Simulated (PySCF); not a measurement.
# C5HF3O (charge +1, doublet): what the fields show

```yaml
atoms:
  - { symbol: O, position_ang: [3.5152, 0.8798, 0.7791] }
  - { symbol: C, position_ang: [2.5908, 0.4658, 0.2949] }
  - { symbol: C, position_ang: [1.5422, -0.1682, -0.3039] }
  - { symbol: C, position_ang: [0.2619, -0.0948, 0.0487] }
  - { symbol: C, position_ang: [-1.0212, -0.4906, 0.1665] }
  - { symbol: F, position_ang: [-1.2958, -1.7313, 0.5743] }
  - { symbol: C, position_ang: [-2.1204, 0.3557, -0.0258] }
  - { symbol: F, position_ang: [-1.9813, 1.6034, -0.3509] }
  - { symbol: F, position_ang: [-3.3411, -0.0520, -0.0308] }
  - { symbol: H, position_ang: [1.8585, -0.7631, -1.1745] }
```

Geometry: GFN2-xTB.

Method: PySCF 2.14.0, density-fitted response routines, UKS B3LYP, pcH-1 on C F H O, non-relativistic, mean-field spin-orbit, GIAO.

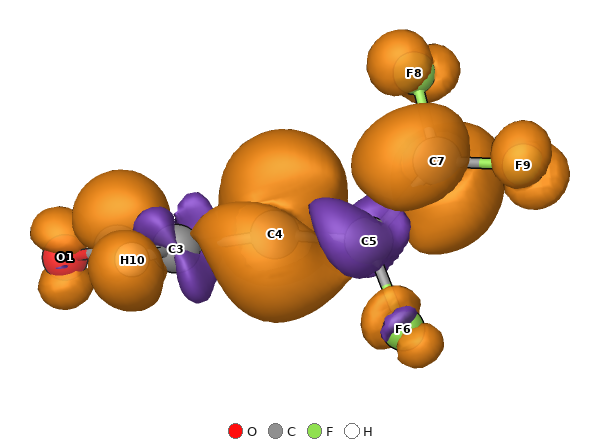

Figure 1. Isosurfaces of the spin density (α minus β) at +0.015 (orange) and −0.015 e/Å³ (purple), seen at an oblique angle.

### Describe the spin distribution.

The unpaired spin (1 electron) lies mostly on C4 (about 0.5) and C7 (about 0.2), in electrons by Hirshfeld's partition.

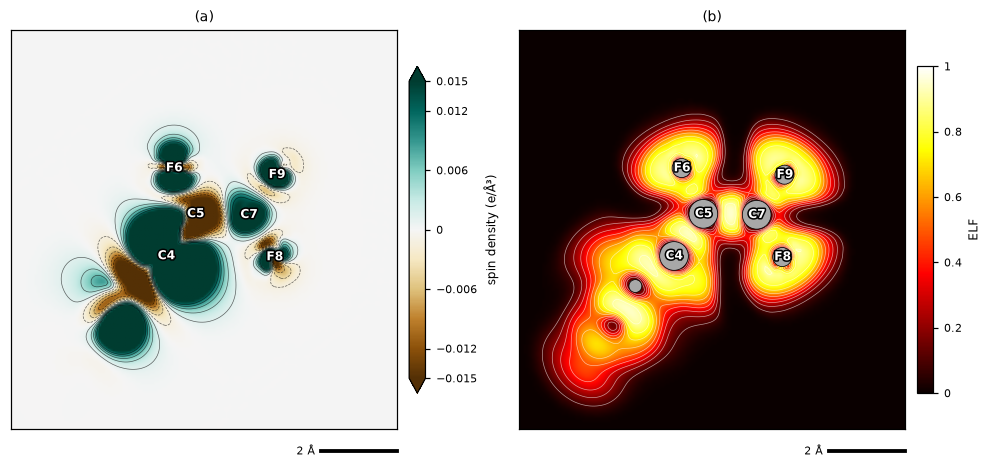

Figure 2. (a) spin density (α minus β); (b) electron localisation function on the plane of atoms C4, C5 and C7. Grey discs cover the atomic cores in the ELF map.

### Describe what can be read from this map.

- Atoms in the plane: C and F.
- C–F (1.29 Å): the ELF peaks at about 0.85 between the atoms (a shared but strongly polarised pair).
- C–C (1.35 Å): the ELF peaks at about 0.95 between the atoms: a covalent bond.
- C–F (1.33 Å): the ELF peaks at about 0.85 between the atoms; a shared but strongly polarised pair.
- C–C (1.40 Å): the ELF peaks at about 0.95 between the atoms: a covalent bond.
- The ELF also peaks beside F8, F9 and F6, away from the bonds: non-bonding electrons, paired or unpaired.
